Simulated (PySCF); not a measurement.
# SiO2 (SMILES O=[Si]=O) at HF/STO-3G

Aim: the energy change on altering one bond length of SiO2 at HF/STO-3G, from 2 runs. 

The calculation is run with PySCF 2.14.0.

4 further runs of the same task are left out: 4 set aside as unsound or not needed.

## Step 1: The structure to begin with

SiO2: 3 atoms, total charge 0, spin state singlet. SMILES: `O=[Si]=O`. The shape is that of a GFN2-xTB optimisation.

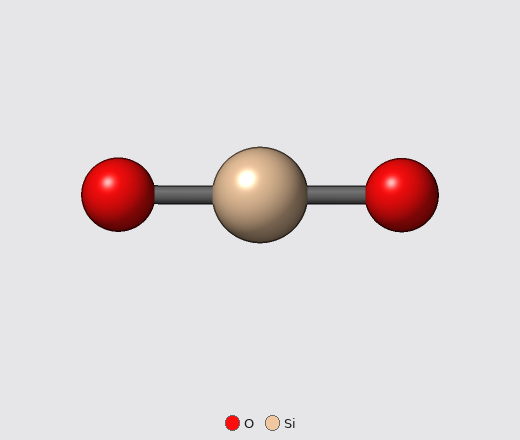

The structure, seen from a chosen angle (oxygen red, silicon light orange).

## Step 2: The energy at HF/STO-3G

Contents of start.xyz:

```xyz
3
O2Si
O      0.691230     1.217290     0.513740
Si    -0.000730     0.000440    -0.000160
O     -0.690510    -1.217740    -0.513580
```

Contents of calc.py:

```python
from pyscf import gto, scf

mol = gto.Mole()
mol.atom = 'start.xyz'
mol.basis = 'sto-3g'
mol.spin = 0
mol.max_memory = 1860
mol.verbose = 4
mol.build()

calc0 = scf.RHF(mol)
calc0.conv_tol = 1e-10
calc0.kernel()
if not calc0.converged:
    calc0 = calc0.newton().run(calc0.mo_coeff, calc0.mo_occ)

energy = calc0.e_tot
print('E = %.10f Eh' % energy)
```

Command:

```console
$ OMP_NUM_THREADS=1 python calc.py
```

Log:

```text
PySCF version 2.14.0

[INPUT] num. atoms = 3
[INPUT] num. electrons = 30
[INPUT] charge = 0
[INPUT] spin (= nelec alpha-beta = 2S) = 0
[INPUT] symmetry False subgroup None
[INPUT] Mole.unit = angstrom
[INPUT] Symbol           X                Y                Z      unit          X                Y                Z       unit  Magmom
[INPUT]  1 O      0.691230000000   1.217290000000   0.513740000000 AA    1.306235389083   2.300344714172   0.970827899234 Bohr   0.0
[INPUT]  2 Si    -0.000730000000   0.000440000000  -0.000160000000 AA   -0.001379500071   0.000831479495  -0.000302356180 Bohr   0.0
[INPUT]  3 O     -0.690510000000  -1.217740000000  -0.513580000000 AA   -1.304874786273  -2.301195090928  -0.970525543054 Bohr   0.0

nuclear repulsion = 90.84965725506
number of shells = 11
number of NR pGTOs = 57
number of NR cGTOs = 19
basis = sto-3g
ecp = {}

******** <class 'pyscf.scf.hf.RHF'> ********
method = RHF
initial guess = minao
damping factor = 0
level_shift factor = 0
DIIS = <class 'pyscf.scf.diis.CDIIS'>
diis_start_cycle = 1
diis_space = 8
diis_damp = 0
SCF conv_tol = 1e-10
SCF conv_tol_grad = None
SCF max_cycles = 50
direct_scf = True
direct_scf_tol = 1e-13
Set gradient conv threshold to 1e-05
Initial guess from minao.
init E= -433.217221409242
  HOMO = -0.446338196072027  LUMO = -0.00580190556937077  gap/eV = 11.98760
cycle= 1 E= -432.890403706281  delta_E= 0.327  |g|= 0.767  |ddm|= 2.76
  HOMO = -0.147935518553751  LUMO = 0.284056225556844  gap/eV = 11.75509
cycle= 2 E= -433.044788907139  delta_E= -0.154  |g|= 0.505  |ddm|= 1.89
  HOMO = -0.283835559557866  LUMO = 0.292376345330806  gap/eV = 15.67952
cycle= 3 E= -433.133659609175  delta_E= -0.0889  |g|= 0.0184  |ddm|= 0.682
  HOMO = -0.289226980276336  LUMO = 0.302166977312219  gap/eV = 16.09265
cycle= 4 E= -433.133878781766  delta_E= -0.000219  |g|= 0.00502  |ddm|= 0.0542
  HOMO = -0.288184427344013  LUMO = 0.301439306706285  gap/eV = 16.04448
cycle= 5 E= -433.133899823659  delta_E= -2.1e-05  |g|= 0.00195  |ddm|= 0.0145
  HOMO = -0.288336485983581  LUMO = 0.301180546181309  gap/eV = 16.04158
cycle= 6 E= -433.133904089317  delta_E= -4.27e-06  |g|= 0.000329  |ddm|= 0.00954
  HOMO = -0.288359382665497  LUMO = 0.301171745694192  gap/eV = 16.04196
cycle= 7 E= -433.133904123487  delta_E= -3.42e-08  |g|= 0.00017  |ddm|= 0.000686
  HOMO = -0.288373555803739  LUMO = 0.301169272249881  gap/eV = 16.04228
cycle= 8 E= -433.133904134008  delta_E= -1.05e-08  |g|= 1.05e-05  |ddm|= 0.000264
  HOMO = -0.288375057249796  LUMO = 0.301172928347984  gap/eV = 16.04242
cycle= 9 E= -433.133904134044  delta_E= -3.6e-11  |g|= 9.77e-07  |ddm|= 1.61e-05
  HOMO = -0.28837510523917  LUMO = 0.301173051528105  gap/eV = 16.04242
Extra cycle  E= -433.133904134045  delta_E= -9.09e-13  |g|= 6.56e-07  |ddm|= 2.82e-06
converged SCF energy = -433.133904134045
E = -433.1339041340 Eh
```

Wall time 0.48 s (1 thread of Arm Neoverse V2, shared host); peak memory 0.1 GiB.

## Step 3: The distorted shape at the same level

Contents of job.py:

```python
from pyscf import gto

mol = gto.Mole()
mol.atom = '''
O    0.898801   1.582314   0.667897
Si  -0.000730   0.000440  -0.000160
O   -0.690510  -1.217740  -0.513580
'''
mol.max_memory = 1860
mol.basis = 'sto-3g'
mol.verbose = 4
mol.spin = 0
mol.build()

myscf = mol.RHF()
myscf.conv_tol = 1e-10
myscf.kernel()
if not myscf.converged:
    myscf = myscf.newton().run(myscf.mo_coeff, myscf.mo_occ)

energy = myscf.e_tot
print(f'total energy: {energy:.8f} hartree')
```

Command:

```console
$ OMP_NUM_THREADS=1 python job.py
```

Log:

```text
PySCF version 2.14.0

[INPUT] num. atoms = 3
[INPUT] num. electrons = 30
[INPUT] charge = 0
[INPUT] spin (= nelec alpha-beta = 2S) = 0
[INPUT] symmetry False subgroup None
[INPUT] Mole.unit = angstrom
[INPUT] Symbol           X                Y                Z      unit          X                Y                Z       unit  Magmom
[INPUT]  1 O      0.898801000000   1.582314000000   0.667897000000 AA    1.698487730485   2.990140103065   1.262142409419 Bohr   0.0
[INPUT]  2 Si    -0.000730000000   0.000440000000  -0.000160000000 AA   -0.001379500071   0.000831479495  -0.000302356180 Bohr   0.0
[INPUT]  3 O     -0.690510000000  -1.217740000000  -0.513580000000 AA   -1.304874786273  -2.301195090928  -0.970525543054 Bohr   0.0

nuclear repulsion = 80.1970305011531
number of shells = 11
number of NR pGTOs = 57
number of NR cGTOs = 19
basis = sto-3g
ecp = {}

******** <class 'pyscf.scf.hf.RHF'> ********
method = RHF
initial guess = minao
damping factor = 0
level_shift factor = 0
DIIS = <class 'pyscf.scf.diis.CDIIS'>
diis_start_cycle = 1
diis_space = 8
diis_damp = 0
SCF conv_tol = 1e-10
SCF conv_tol_grad = None
SCF max_cycles = 50
direct_scf = True
direct_scf_tol = 1e-13
Set gradient conv threshold to 1e-05
[... 1 set-up line as earlier in the session ...]
init E= -432.651611067828
  HOMO = -0.37495821497005  LUMO = -0.10626779180034  gap/eV = 7.31144
cycle= 1 E= -432.701156526119  delta_E= -0.0495  |g|= 0.881  |ddm|= 2.66
  HOMO = -0.0158310075414004  LUMO = 0.186731392965482  gap/eV = 5.51200
cycle= 2 E= -432.602422858322  delta_E= 0.0987  |g|= 1.17  |ddm|= 2.66
  HOMO = -0.245489614496965  LUMO = 0.229497791921015  gap/eV = 12.92507
cycle= 3 E= -433.04467472254  delta_E= -0.442  |g|= 0.329  |ddm|= 1.56
  HOMO = -0.221769803344483  LUMO = 0.228899718037843  gap/eV = 12.26334
cycle= 4 E= -433.08394989773  delta_E= -0.0393  |g|= 0.11  |ddm|= 0.488
  HOMO = -0.294134952396732  LUMO = 0.258698668387542  gap/eV = 15.04337
cycle= 5 E= -433.099272678827  delta_E= -0.0153  |g|= 0.0408  |ddm|= 0.386
  HOMO = -0.29374629534183  LUMO = 0.256507966190484  gap/eV = 14.97318
cycle= 6 E= -433.102411343141  delta_E= -0.00314  |g|= 0.0144  |ddm|= 0.23
  HOMO = -0.296071977515176  LUMO = 0.256614758815844  gap/eV = 15.03937
cycle= 7 E= -433.102681708654  delta_E= -0.00027  |g|= 0.00371  |ddm|= 0.0791
  HOMO = -0.297650430539343  LUMO = 0.257737126853856  gap/eV = 15.11287
cycle= 8 E= -433.102691760121  delta_E= -1.01e-05  |g|= 0.000892  |ddm|= 0.0135
  HOMO = -0.29737551447937  LUMO = 0.257580631833582  gap/eV = 15.10113
cycle= 9 E= -433.102692777128  delta_E= -1.02e-06  |g|= 0.000146  |ddm|= 0.00489
  HOMO = -0.297429531207279  LUMO = 0.257623878783801  gap/eV = 15.10377
cycle= 10 E= -433.102692800245  delta_E= -2.31e-08  |g|= 2.69e-05  |ddm|= 0.000885
  HOMO = -0.29742632929978  LUMO = 0.257620690128995  gap/eV = 15.10360
cycle= 11 E= -433.102692801377  delta_E= -1.13e-09  |g|= 2.63e-06  |ddm|= 0.000156
  HOMO = -0.29742559242026  LUMO = 0.257620142381602  gap/eV = 15.10356
cycle= 12 E= -433.102692801384  delta_E= -7.05e-12  |g|= 1.21e-06  |ddm|= 9.65e-06
  HOMO = -0.297425592974033  LUMO = 0.257620148876273  gap/eV = 15.10356
Extra cycle  E= -433.102692801387  delta_E= -2.61e-12  |g|= 1.04e-06  |ddm|= 3.07e-06
converged SCF energy = -433.102692801387
total energy: -433.10269280 hartree
```

It took 0.58 s on 1 thread of Arm Neoverse V2, shared host; peak memory 0.12 GiB.

## Step 4: Outcome

At HF/STO-3G:

```
                                                          quantity          value
                                         first shape: total energy  -433.13390 Eh
                                        first shape: dipole moment         0.01 D
                                          first shape: HOMO energy       -7.85 eV
                                          first shape: LUMO energy        8.20 eV
                                        first shape: HOMO–LUMO gap       16.04 eV
                                     distorted shape: total energy  -433.10269 Eh
                                    distorted shape: dipole moment         0.32 D
                                      distorted shape: HOMO energy       -8.09 eV
                                      distorted shape: LUMO energy        7.01 eV
                                    distorted shape: HOMO–LUMO gap       15.10 eV
energy change with the O1–Si2 bond stretched from 1.491 to 1.938 Å       0.849 eV
```

In words: With the O1–Si2 bond stretched from 1.491 to 1.938 Å the energy rises by 0.85 eV (81.9 kJ/mol). The first shape isn't relaxed at this level, so the change isn't measured from a minimum. The minimal basis adds a large error of its own. Mulliken charges (first shape) run from -0.48 on O1 to +0.97 on Si2; they depend strongly on the basis. Mulliken charges (distorted shape) run from -0.47 on O3 to +0.73 on Si2; they depend strongly on the basis.
